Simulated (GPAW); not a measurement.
# free-standing square Ti monolayer, spacing 2.74 A: a ladder in the plane-wave cutoff, part 2 of 2

Two starts of free-standing square Ti monolayer, spacing 2.74 A are run at each rung of the plane-wave cutoff. Which rung is enough?

GPAW 26.7.0; revPBE; plane waves with GPAW's PAW setups, scalar-relativistic.

So far, largest spin moment in the augmentation sphere (μB): step 3 (rung 1 (250 eV), start antiferro q=(1/2,1/2,0) +-) 0.179; step 5 (rung 2 (325 eV), start antiferro q=(1/2,1/2,0) +-) 0.194; step 6 (rung 3 (400 eV), start ferro +) 1.18; step 7 (rung 3 (400 eV), start antiferro q=(1/2,1/2,0) +-) 0.195; step 9 (rung 4 (500 eV), start antiferro q=(1/2,1/2,0) +-) 0.203.

## 10. Rung 5 (650 eV), start ferro +

order1.py reads:

```python
import json
import numpy as np
from ase import Atoms
from ase.parallel import paropen, parprint
from gpaw import GPAW

atoms = Atoms(['Ti'],
    cell=[[2.74, 0.0, 0.0],
         [0.0, 2.74, 0.0],
         [0.0, 0.0, 14.0]],
    scaled_positions=[[0.0, 0.0, 0.5]],
    pbc=True,
    magmoms=[1.0])
atoms.calc = GPAW(mode={'name': 'pw', 'ecut': 650},
    xc='revPBE',
    kpts={'size': (10, 10, 1), 'gamma': True},
    occupations={'name': 'fermi-dirac', 'width': 0.05},
    convergence={'density': 0.001, 'energy': 1e-05},
    maxiter=200,
    symmetry={'tolerance': 1e-4},
    txt='order1.txt')
e = atoms.get_potential_energy(force_consistent=True)
res = {'free_energy': e, 'energy_sigma0': atoms.get_potential_energy(), 'fermi_energy': atoms.calc.get_fermi_level()}
res['moments'] = atoms.get_magnetic_moments().tolist()
res['total'] = atoms.get_magnetic_moment()
parprint('site moments (muB):', np.round(res['moments'], 3))
parprint(f"total moment: {res['total']:.3f} muB")
parprint(f'free energy: {e:.6f} eV')
atoms.calc.write('order1.gpw')
with paropen('results.json', 'w') as f:
    json.dump(res, f)
```

Run with:

```
$ OMP_NUM_THREADS=1 python3 order1.py > order1.log
```

What it wrote:

```text
site moments (muB): [1.184]
total moment: 2.095 muB
free energy: -4.317371 eV

--- order1.txt ---
Input parameters:
  mode=PW(ecut=650),
  convergence={'density': 0.001, 'energy': 1e-05},
  kpts=MonkhorstPack(size=(10, 10, 1), gamma=True),
  maxiter=200,
  occupations=Occupations(name='fermi-dirac', width=0.05),
  symmetry=Symmetry(tolerance=0.0001),
  xc=XC(name='revPBE')

Diagonalizing LCAO Hamiltonian
[...]
|          3 |       -35.208 |     1.000 |       -33.954 |     1.000 |
|          4 |        -6.110 |     1.000 |        -4.988 |     1.000 |
[...]
|          8 |        -0.193 |     0.000 |         1.376 |     0.000 |
|          9 |        -0.193 |     0.000 |         1.376 |     0.000 |
|         10 |         1.261 |     0.000 |         1.942 |     0.000 |
|         11 |         1.636 |     0.000 |         2.068 |     0.000 |

No gap
No difference between direct/indirect transitions


[key lines of the parts left out:]
Free energy:      -4.317371
Converged in 109 steps
dipole moment: (-8.667008, -8.667008, 0.000000)  # |e|*Ang
Fermi level: -1.707
```

It took 1.9 min on 1 MPI rank of AMD EPYC 9R45, shared host; peak memory 0.25 GiB.

Read from the output:

```yaml
magnetization: 2.095 μB
final_state: ferromagnetic
largest_moment: 1.184 μB
```

The largest moment is that of rung 3, at 3.8 times its CPU time.

## 11. Rung 5 (650 eV), start antiferro q=(1/2,1/2,0) +-

order2.py reads:

```python
import json
import numpy as np
from ase import Atoms
from ase.parallel import paropen, parprint
from gpaw import GPAW

atoms = Atoms(['Ti', 'Ti'],
    cell=[[5.48, 0.0, 0.0],
         [2.74, 2.74, 0.0],
         [0.0, 0.0, 14.0]],
    scaled_positions=[[0.0, 0.0, 0.5],
         [0.5, 0.0, 0.5]],
    pbc=True,
    magmoms=[1.0, -1.0])
atoms.calc = GPAW(mode={'name': 'pw', 'ecut': 650},
    xc='revPBE',
    kpts={'size': (5, 10, 1), 'gamma': True},
    occupations={'name': 'fermi-dirac', 'width': 0.05},
    convergence={'density': 0.001, 'energy': 1e-05},
    maxiter=200,
    symmetry={'tolerance': 1e-4},
    txt='order2.txt')
e = atoms.get_potential_energy(force_consistent=True)
res = {'free_energy': e, 'energy_sigma0': atoms.get_potential_energy(), 'fermi_energy': atoms.calc.get_fermi_level()}
res['moments'] = atoms.get_magnetic_moments().tolist()
res['total'] = atoms.get_magnetic_moment()
parprint('site moments (muB):', np.round(res['moments'], 3))
parprint(f"total moment: {res['total']:.3f} muB")
parprint(f'free energy: {e:.6f} eV')
atoms.calc.write('order2.gpw')
with paropen('results.json', 'w') as f:
    json.dump(res, f)
```

Run with:

```
$ OMP_NUM_THREADS=1 python3 order2.py > order2.log
```

What it wrote:

```text
UserWarning: Initial realspace grid (35,24,84) inconsistent with symmetries.
UserWarning: Using symmetrized grid: (35,35,84).

site moments (muB): [ 0.201 -0.201]
total moment: -0.000 muB
free energy: -8.455877 eV

--- order2.txt ---
Input parameters:
  mode=PW(ecut=650),
  convergence={'density': 0.001, 'energy': 1e-05},
  kpts=MonkhorstPack(size=(5, 10, 1), gamma=True),
  maxiter=200,
[...]
|          6 |       -34.557 |     1.000 |       -34.557 |     1.000 |
|          7 |       -34.557 |     1.000 |       -34.557 |     1.000 |
[...]
|         15 |         0.308 |     0.000 |         0.308 |     0.000 |
|         16 |         0.589 |     0.000 |         0.589 |     0.000 |
|         17 |         0.589 |     0.000 |         0.589 |     0.000 |
|         18 |         1.644 |     0.000 |         1.644 |     0.000 |

No gap
No difference between direct/indirect transitions


[key lines of the parts left out:]
Free energy:      -8.455877
Converged in 32 steps
dipole moment: (-34.711608, -17.355804, 0.000001)  # |e|*Ang
Fermi level: -1.670
```

It took 2.5 min on 1 MPI rank; peak memory 0.49 GiB.

Read from the output:

```yaml
magnetization: 0 μB
final_state: antiferromagnetic
largest_moment: 0.2005 μB
```

This start lies +89.4 meV a seeded atom from the first, a change of +1.3 meV since rung 3; its largest moment is 0.201 μB.

## 12. Rung 6 (800 eV), start ferro +

order1.py is the script of step 10 with these lines changed:

```diff
@@ -13,3 +13,3 @@
     magmoms=[1.0])
-atoms.calc = GPAW(mode={'name': 'pw', 'ecut': 650},
+atoms.calc = GPAW(mode={'name': 'pw', 'ecut': 800},
     xc='revPBE',
```

Run with:

```
$ OMP_NUM_THREADS=1 python3 order1.py > order1.log
```

What it wrote:

```text
site moments (muB): [1.185]
total moment: 2.095 muB
free energy: -4.341132 eV

--- order1.txt ---
Input parameters:
  mode=PW(ecut=800),
  convergence={'density': 0.001, 'energy': 1e-05},
  kpts=MonkhorstPack(size=(10, 10, 1), gamma=True),
  maxiter=200,
  occupations=Occupations(name='fermi-dirac', width=0.05),
  symmetry=Symmetry(tolerance=0.0001),
  xc=XC(name='revPBE')

Diagonalizing LCAO Hamiltonian
[...]
|          3 |       -35.207 |     1.000 |       -33.952 |     1.000 |
|          4 |        -6.110 |     1.000 |        -4.987 |     1.000 |
[...]
|          8 |        -0.194 |     0.000 |         1.376 |     0.000 |
|          9 |        -0.194 |     0.000 |         1.376 |     0.000 |
|         10 |         1.261 |     0.000 |         1.942 |     0.000 |
|         11 |         1.635 |     0.000 |         2.068 |     0.000 |

No gap
No difference between direct/indirect transitions


[key lines of the parts left out:]
Free energy:      -4.341132
Converged in 117 steps
dipole moment: (-8.665597, -8.665597, 0.000000)  # |e|*Ang
Fermi level: -1.707
```

Elapsed: 2.3 min, on 1 MPI rank; peak memory 0.28 GiB.

Numbers from this step:

```yaml
magnetization: 2.095 μB
final_state: ferromagnetic
largest_moment: 1.185 μB
```

The largest moment is that of rung 5, at 1.2 times its CPU time.

## 13. Rung 6 (800 eV), start antiferro q=(1/2,1/2,0) +-

order2.py is the script of step 11 with these lines changed:

```diff
@@ -14,3 +14,3 @@
     magmoms=[1.0, -1.0])
-atoms.calc = GPAW(mode={'name': 'pw', 'ecut': 650},
+atoms.calc = GPAW(mode={'name': 'pw', 'ecut': 800},
     xc='revPBE',
```

Run with:

```
$ OMP_NUM_THREADS=1 python3 order2.py > order2.log
```

What it wrote:

```text
UserWarning: Initial realspace grid (36,27,96) inconsistent with symmetries.
UserWarning: Using symmetrized grid: (36,36,96).

site moments (muB): [ 0.202 -0.202]
total moment: 0.000 muB
free energy: -8.502938 eV

--- order2.txt ---
Input parameters:
  mode=PW(ecut=800),
  convergence={'density': 0.001, 'energy': 1e-05},
  kpts=MonkhorstPack(size=(5, 10, 1), gamma=True),
  maxiter=200,
[...]
|          6 |       -34.555 |     1.000 |       -34.555 |     1.000 |
|          7 |       -34.555 |     1.000 |       -34.555 |     1.000 |
[...]
|         15 |         0.308 |     0.000 |         0.308 |     0.000 |
|         16 |         0.589 |     0.000 |         0.589 |     0.000 |
|         17 |         0.589 |     0.000 |         0.589 |     0.000 |
|         18 |         1.644 |     0.000 |         1.644 |     0.000 |

No gap
No difference between direct/indirect transitions


[key lines of the parts left out:]
Free energy:      -8.502938
Converged in 33 steps
dipole moment: (-34.705964, -17.352982, 0.000001)  # |e|*Ang
Fermi level: -1.669
```

Elapsed: 2.8 min, on 1 MPI rank; peak memory 0.6 GiB.

Read from the output:

```yaml
magnetization: 0 μB
final_state: antiferromagnetic
largest_moment: 0.2020 μB
```

This start lies +89.7 meV a seeded atom from the first, a change of +0.2 meV since rung 5; its largest moment is 0.202 μB.

## 14. The rungs together

Ladder, by row:

| rung | cutoff (eV) | state from the first start | state from the second start | second less first (meV a seeded atom) | moment, first (μB) | moment, second (μB) | CPU time (s) |
| --- | --- | --- | --- | --- | --- | --- | --- |
| 2 | 325 | ferromagnetic | antiferromagnetic | 86.77 | 1.172 | 0.194 | 50.07 |
| 3 | 400 | ferromagnetic | antiferromagnetic | 88.18 | 1.18 | 0.1954 | 107.3 |
| 5 | 650 | ferromagnetic | antiferromagnetic | 89.43 | 1.184 | 0.2005 | 259.1 |
| 6 | 800 | ferromagnetic | antiferromagnetic | 89.66 | 1.185 | 0.202 | 306.8 |

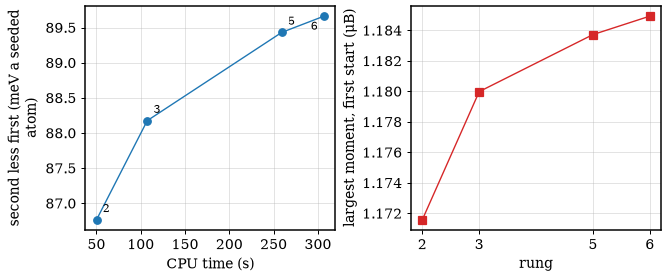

Result against cost, rungs numbered as in the table, and the moment by rung.

## 15. Results

```
range of the moment in the table, first start             : 1.17 to 1.18 μB
range of CPU time                                         : 50 s to 5.1 min
range of the energy difference                            : 86.8 to 89.7 meV a seeded atom
first rung from which all stay within 4.5 meV of the last : 2
```

From rung 2 on the result stays within 2.9 meV of the last rung, inside the margin of 4.5 meV set for it, at 16 % of the last rung's cost. The first start ends lower on every rung of the table; whether functional and cell give the true order is another question. Rungs 1 and 4 gave no pair of finished runs and are missing from the table.

[Logs and program files are shortened in this print: banners, set-up blocks, solver, clock and traceback lines can be left out without a mark of their own.]

[Logs are printed without paths, hosts, clocks, repeated set-up lines and the standing remarks that a program may print on its own settings, such as how far it seeks lower states.]

[Hosts, paths, dates, database ids (printed as entryN), source tags and the programs' standing remarks are cut or masked in the printed files.]

[Where a cell is said to come from a database of computed structures, the database is the Materials Project.]
